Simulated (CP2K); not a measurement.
**A workflow on C4H2 (SMILES C#CC#C)**

Aim: a series of 11 runs (SVWN5/DZVP-GTH, SVWN5/aug-DZVP-GTH, SVWN5/TZV2P-GTH, SVWN5/aug-TZV2P-GTH, SVWN5/QZV2P-GTH, SVWN5/aug-QZV2P-GTH) of C4H2. 

Program for the calculation: CP2K 2026.2.

**1. The structure to begin with**

C4H2: 6 atoms, total charge 0, spin state singlet. As SMILES, `C#CC#C`. One bond was lengthened or shortened from a relaxed shape.

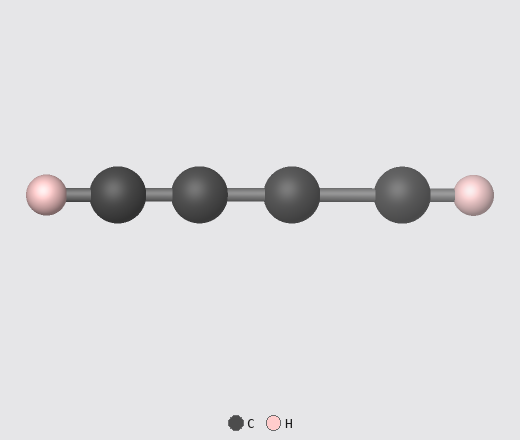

Viewed from a chosen angle; carbon dark grey, hydrogen pink.

**2. Energy and forces at SVWN5/DZVP-GTH (core potential) (run 1)**

Contents of molecule.xyz:

```xyz
6

C      1.733179    -1.347282     0.703495
C      0.827619    -0.645402     0.334105
C     -0.196041     0.149378    -0.078885
C     -1.417290     1.100300    -0.574110
H      2.523639    -1.957972     1.021605
H     -2.204590     1.714800    -0.892620
```

Contents of mol.inp:

```
&GLOBAL
  PROJECT_NAME mol
  RUN_TYPE ENERGY_FORCE
  PRINT_LEVEL MEDIUM
&END GLOBAL
&FORCE_EVAL
  METHOD Quickstep
  &DFT
    BASIS_SET_FILE_NAME GTH_BASIS_SETS
    POTENTIAL_FILE_NAME GTH_POTENTIALS
    CHARGE 0
    MULTIPLICITY 1
    &QS
      METHOD GPW
      EPS_DEFAULT 1.0E-10
    &END QS
    # real-space grids
    &MGRID
      CUTOFF 400
      REL_CUTOFF 50
      NGRIDS 4
    &END MGRID
    &POISSON
      PERIODIC NONE
      POISSON_SOLVER MULTIPOLE
    &END POISSON
    &SCF
      SCF_GUESS ATOMIC
      EPS_SCF 1.0E-06
      MAX_SCF 100
      ADDED_MOS 3
      &DIAGONALIZATION
        ALGORITHM STANDARD
      &END DIAGONALIZATION
      &MIXING
        METHOD DIRECT_P_MIXING
        ALPHA 0.4
      &END MIXING
    &END SCF
    # exchange and correlation
    &XC
      &XC_FUNCTIONAL
        &LDA_X
        &END LDA_X
        &LDA_C_VWN
        &END LDA_C_VWN
      &END XC_FUNCTIONAL
    &END XC
    &PRINT
      &MOMENTS
        PERIODIC F
        REFERENCE COM
        MAX_MOMENT 1
      &END MOMENTS
      &MO ON
        ENERGIES T
        OCCUPATION_NUMBERS T
        NDIGITS 6
        &EACH
          QS_SCF 0
        &END EACH
        ADD_LAST NUMERIC
      &END MO
      &HIRSHFELD OFF
      &END HIRSHFELD
    &END PRINT
  &END DFT
  # structure
  &SUBSYS
    &CELL
      ABC [angstrom] 12.9 11.9 10.1
      PERIODIC NONE
    &END CELL
    &TOPOLOGY
      COORD_FILE_NAME molecule.xyz
      COORD_FILE_FORMAT XYZ
      &CENTER_COORDINATES
      &END CENTER_COORDINATES
    &END TOPOLOGY
    &KIND C
      BASIS_SET DZVP-GTH-q4
      POTENTIAL GTH-PADE-q4
    &END KIND
    &KIND H
      BASIS_SET DZVP-GTH-q1
      POTENTIAL GTH-PADE-q1
    &END KIND
  &END SUBSYS
  &PRINT
    &FORCES ON
    &END FORCES
  &END PRINT
&END FORCE_EVAL
```

Run with:

```
$ OMP_NUM_THREADS=2 cp2k.psmp mol.inp > mol.out
```

What it wrote:

```text
CP2K| version string:                                       CP2K version 2026.2
 CP2K| Input file name                                                   mol.inp

[... 262 lines left out ...]
                                   Potential Energy ::           -0.898312010248
[... 57 lines left out ...]
  Decoupling Energy:                                               0.0080215019
[... 43 lines left out ...]
  Decoupling Energy:                                               0.0109637864
[... 43 lines left out ...]
  Decoupling Energy:                                               0.0109637939
[... 43 lines left out ...]
  Decoupling Energy:                                               0.0109637939
[... 51 lines left out ...]
  Exchange-correlation energy:                                 -7.33837976860803
[... 1 line left out ...]
  Total energy:                                               -20.73048792564762

 *******************************************************************************
 *   ___                                                                       *
 *  /   \                                                                      *
 * [ABORT]                                                                     *
 *  \___/     SCF run NOT converged. To continue the calculation regardless,   *
 *    |             please set the keyword IGNORE_CONVERGENCE_FAILURE.         *
 *  O/|                                                                        *
 * /| |                                                                        *
 * / \                                                            qs_scf.F:702 *
 *******************************************************************************

 ===== Routine Calling Stack =====

            4 scf_env_do_scf
            3 qs_energies
            2 qs_forces
            1 CP2K

Program received signal SIGABRT: Process abort signal.
```

It took 61 s on 2 threads of Arm Neoverse V1, shared host; peak memory 1.1 GiB.

The run stopped without converging.

**3. Energy and gradient at SVWN5/aug-DZVP-GTH (core potential) (run 2)**

Contents of molecule.xyz:

```xyz
6

C      1.416550    -1.100740     0.575100
C      0.510990    -0.398860     0.205710
C     -0.512670     0.395920    -0.207280
C     -1.417290     1.100300    -0.574110
H      2.207010    -1.711430     0.893210
H     -2.204590     1.714800    -0.892620
```

Contents of mol.inp:

```
&GLOBAL
  PROJECT mol
  RUN_TYPE ENERGY_FORCE
  PRINT_LEVEL MEDIUM
&END
&FORCE_EVAL
  METHOD QUICKSTEP
  &DFT
    BASIS_SET_FILE_NAME GTH_BASIS_SETS
    POTENTIAL_FILE_NAME GTH_POTENTIALS
    CHARGE 0
    MULTIPLICITY 1
    ! Quickstep
    &QS
      METHOD GPW
      EPS_DEFAULT 1.0E-10
    &END
    ! real-space grids
    &MGRID
      CUTOFF 400
      REL_CUTOFF 50
      NGRIDS 4
    &END
    ! cluster boundary conditions
    &POISSON
      PERIODIC NONE
      POISSON_SOLVER MULTIPOLE
    &END
    ! SCF settings
    &SCF
      SCF_GUESS ATOMIC
      EPS_SCF 1.0E-06
      MAX_SCF 100
      ADDED_MOS 3
      &DIAGONALIZATION
        ALGORITHM STANDARD
      &END
      &MIXING
        METHOD DIRECT_P_MIXING
        ALPHA 0.4
      &END
    &END
    &XC
      &XC_FUNCTIONAL
        &LDA_X
        &END
        &LDA_C_VWN
        &END
      &END
    &END
    &PRINT
      &MOMENTS
        PERIODIC F
        REFERENCE COM
        MAX_MOMENT 1
      &END
      &MO ON
        ENERGIES T
        OCCUPATION_NUMBERS T
        NDIGITS 6
        &EACH
          QS_SCF 0
        &END
        ADD_LAST NUMERIC
      &END
      &HIRSHFELD OFF
      &END
    &END
  &END
  ! atoms, cell and kinds
  &SUBSYS
    &CELL
      ABC [angstrom] 12.6 11.6 10
      PERIODIC NONE
    &END
    &TOPOLOGY
      COORD_FILE_NAME molecule.xyz
      COORD_FILE_FORMAT XYZ
      &CENTER_COORDINATES
      &END
    &END
    &KIND C
      BASIS_SET aug-DZVP-GTH-q4
      POTENTIAL GTH-PADE-q4
    &END
    &KIND H
      BASIS_SET aug-DZVP-GTH-q1
      POTENTIAL GTH-PADE-q1
    &END
  &END
  &PRINT
    &FORCES ON
    &END
  &END
&END
```

Run with:

```
$ OMP_NUM_THREADS=2 cp2k.psmp mol.inp > mol.out
```

What it wrote:

```text
CP2K| version string:                                       CP2K version 2026.2
[...]
 GLOBAL| Method name                                                        CP2K
[...]
 GLOBAL| Run type                                                   ENERGY_FORCE
[...]
 DFT| Spin restricted Kohn-Sham (RKS) calculation                            RKS
 DFT| Multiplicity                                                             1
[...]
 DFT| Charge                                                                   0
[...]
 FUNCTIONAL| LDA_X:
[...]
 FUNCTIONAL| LDA_C_VWN:
[...]
 QS| Method:                                                                 GPW
[...]
 QS| Density cutoff [a.u.]:                                                200.0
[...]
 QS| Relative density cutoff [a.u.]:                                        25.0
[...]
                             - Atoms:                                          6
[...]
                             - Spherical basis functions:                     86
[...]
 Number of electrons:                                                         18
[...]
     1 P_Mix/Diag. 0.40E+00    0.6    36.49790709       -23.1804229433 -2.32E+01
[...]
    16 DIIS/Diag.  0.64E-07    0.7     0.00000092       -23.7452498527 -2.26E-11
  *** SCF run converged in    16 steps ***
[...]
  Overlap energy of the core charge distribution:               0.00006086040373
  Self energy of the core charge distribution:                -54.57694190716316
  Core Hamiltonian energy:                                     17.21123533848581
  Hartree energy:                                              20.99408389392356
  Exchange-correlation energy:                                 -7.37368803832166
  Total energy:                                               -23.74524985267173
[...]
 ENERGY| Total FORCE_EVAL ( QS ) energy [hartree]            -23.745249852671808
 FORCES| Atomic forces [hartree/bohr]
 FORCES|   Atom     x               y               z               |f|
 FORCES|      1  2.26880418E-02 -1.76194780E-02  9.02160945E-03   3.01095115E-02
 FORCES|      2 -3.46044179E-02  2.67801944E-02 -1.35876492E-02   4.58177778E-02
 FORCES|      3  3.46041110E-02 -2.68370019E-02  1.36435874E-02   4.58673811E-02
 FORCES|      4 -2.26876386E-02  1.76297292E-02 -9.10365890E-03   3.01398889E-02
 FORCES|      5  1.98524658E-02 -1.54099372E-02  8.08490974E-03   2.63998547E-02
 FORCES|      6 -1.98578713E-02  1.54623947E-02 -8.05429115E-03   2.64252210E-02
 FORCES| Sum    -5.30921685E-06  5.90127675E-06  4.50734436E-06
 FORCES| Total atomic force                                       9.12847216E-06
[...]
```

Run time: 14 s. Hardware: 2 threads of Arm Neoverse V1, shared host; peak memory 1.1 GiB.

Runs 3 to 10 aren't shown in full; the table further down has their settings and results.

**4. Energy and forces at SVWN5/aug-QZV2P-GTH (core potential) (run 11)**

Contents of molecule.xyz:

```xyz
6

C      1.733179    -1.347282     0.703495
C      0.827619    -0.645402     0.334105
C     -0.196041     0.149378    -0.078885
C     -1.417290     1.100300    -0.574110
H      2.523639    -1.957972     1.021605
H     -2.204590     1.714800    -0.892620
```

Contents of molecule.inp:

```
&GLOBAL
    PROJECT molecule
    RUN_TYPE ENERGY_FORCE
    PRINT_LEVEL MEDIUM
&END GLOBAL

&FORCE_EVAL
    METHOD Quickstep
    &DFT
        BASIS_SET_FILE_NAME GTH_BASIS_SETS
        POTENTIAL_FILE_NAME GTH_POTENTIALS
        CHARGE 0
        MULTIPLICITY 1
        &QS
            METHOD GPW
            EPS_DEFAULT 1.0E-10
        &END QS
        &MGRID
            CUTOFF 400
            REL_CUTOFF 50
            NGRIDS 4
        &END MGRID
        &POISSON
            PERIODIC NONE
            POISSON_SOLVER MULTIPOLE
        &END POISSON
        &SCF
            SCF_GUESS ATOMIC
            EPS_SCF 1.0E-06
            MAX_SCF 100
            ADDED_MOS 3
            &DIAGONALIZATION
                ALGORITHM STANDARD
            &END DIAGONALIZATION
            &MIXING
                METHOD DIRECT_P_MIXING
                ALPHA 0.4
            &END MIXING
        &END SCF
        &XC
            &XC_FUNCTIONAL
                &LDA_X
                &END LDA_X
                &LDA_C_VWN
                &END LDA_C_VWN
            &END XC_FUNCTIONAL
        &END XC
        &PRINT
            &MOMENTS
                PERIODIC F
                REFERENCE COM
                MAX_MOMENT 1
            &END MOMENTS
            &MO ON
                ENERGIES T
                OCCUPATION_NUMBERS T
                NDIGITS 6
                &EACH
                    QS_SCF 0
                &END EACH
                ADD_LAST NUMERIC
            &END MO
            &HIRSHFELD OFF
            &END HIRSHFELD
        &END PRINT
    &END DFT
    &SUBSYS
        &CELL
            ABC [angstrom] 12.9 11.9 10.1
            PERIODIC NONE
        &END CELL
        &TOPOLOGY
            COORD_FILE_NAME molecule.xyz
            COORD_FILE_FORMAT XYZ
            &CENTER_COORDINATES
            &END CENTER_COORDINATES
        &END TOPOLOGY
        &KIND C
            BASIS_SET aug-QZV2P-GTH-q4
            POTENTIAL GTH-PADE-q4
        &END KIND
        &KIND H
            BASIS_SET aug-QZV2P-GTH-q1
            POTENTIAL GTH-PADE-q1
        &END KIND
    &END SUBSYS
    &PRINT
        &FORCES ON
        &END FORCES
    &END PRINT
&END FORCE_EVAL
```

Run with:

```
$ OMP_NUM_THREADS=2 cp2k.psmp -i molecule.inp > molecule.out 2>&1
```

What it wrote:

```text
CP2K| version string:                                       CP2K version 2026.2
 CP2K| Input file name                                              molecule.inp

[... 216 lines left out ...]
  Decoupling Energy:                                               0.0150902660
[... 35 lines left out ...]
  Decoupling Energy:                                               0.0241121020
[... 35 lines left out ...]
  Decoupling Energy:                                               0.0241128316
[... 35 lines left out ...]
  Decoupling Energy:                                               0.0241128319
[... 35 lines left out ...]
  Decoupling Energy:                                               0.0241128319
[... 43 lines left out ...]
  Exchange-correlation energy:                                 -7.21340164951550
[... 1 line left out ...]
  Total energy:                                               -18.57297059607114

 *******************************************************************************
 *   ___                                                                       *
 *  /   \                                                                      *
 * [ABORT]                                                                     *
 *  \___/     SCF run NOT converged. To continue the calculation regardless,   *
 *    |             please set the keyword IGNORE_CONVERGENCE_FAILURE.         *
 *  O/|                                                                        *
 * /| |                                                                        *
 * / \                                                            qs_scf.F:702 *
 *******************************************************************************

 ===== Routine Calling Stack =====

            4 scf_env_do_scf
            3 qs_energies
            2 qs_forces
            1 CP2K

Program received signal SIGABRT: Process abort signal.
```

Wall time 86 s (2 threads of Arm Neoverse V1, shared host); peak memory 1.1 GiB.

The run stopped without converging.

**5. The series**

| run | level | cell | partner | energy (Eh) | wall time |
| --- | --- | --- | --- | --- | --- |
| 1 | SVWN5/DZVP-GTH (core potential) | (12.9, 11.9, 10.1) | bond moved | not converged | 61 s |
| 2 | SVWN5/aug-DZVP-GTH (core potential) | (12.6, 11.6, 10) | base | -23.745250 | 14 s |
| 3 | SVWN5/aug-DZVP-GTH (core potential) | (12.9, 11.9, 10.1) | bond moved | not converged | 79 s |
| 4 | SVWN5/TZV2P-GTH (core potential) | (12.6, 11.6, 10) | base | -23.789541 | 12 s |
| 5 | SVWN5/TZV2P-GTH (core potential) | (12.9, 11.9, 10.1) | bond moved | not converged | 74 s |
| 6 | SVWN5/aug-TZV2P-GTH (core potential) | (12.6, 11.6, 10) | base | -23.789616 | 16 s |
| 7 | SVWN5/aug-TZV2P-GTH (core potential) | (12.9, 11.9, 10.1) | bond moved | not converged | 84 s |
| 8 | SVWN5/QZV2P-GTH (core potential) | (12.6, 11.6, 10) | base | -23.790429 | 13 s |
| 9 | SVWN5/QZV2P-GTH (core potential) | (12.9, 11.9, 10.1) | bond moved | not converged | 79 s |
| 10 | SVWN5/aug-QZV2P-GTH (core potential) | (12.6, 11.6, 10) | base | -23.790571 | 20 s |
| 11 | SVWN5/aug-QZV2P-GTH (core potential) | (12.9, 11.9, 10.1) | bond moved | not converged | 86 s |

**6. Outcome**

| quantity | value |
| --- | --- |
| run 10, SVWN5/aug-QZV2P-GTH: total energy | -23.79057 Eh |
| run 10, SVWN5/aug-QZV2P-GTH: dipole moment | 0.01 D |
| run 10, SVWN5/aug-QZV2P-GTH: HOMO energy | -6.79 eV |
| run 10, SVWN5/aug-QZV2P-GTH: LUMO energy | -2.06 eV |
| run 10, SVWN5/aug-QZV2P-GTH: HOMO–LUMO gap | 4.73 eV |
| run 10, SVWN5/aug-QZV2P-GTH: largest force on an atom | 0.986 eV/Å |

What this shows: The HOMO–LUMO gap runs from 4.73 eV (SVWN5/aug-TZV2P-GTH) to 4.74 eV (SVWN5/aug-DZVP-GTH). All runs together took 9 min, the longest 86 s. 6 of the 11 runs did not end normally.
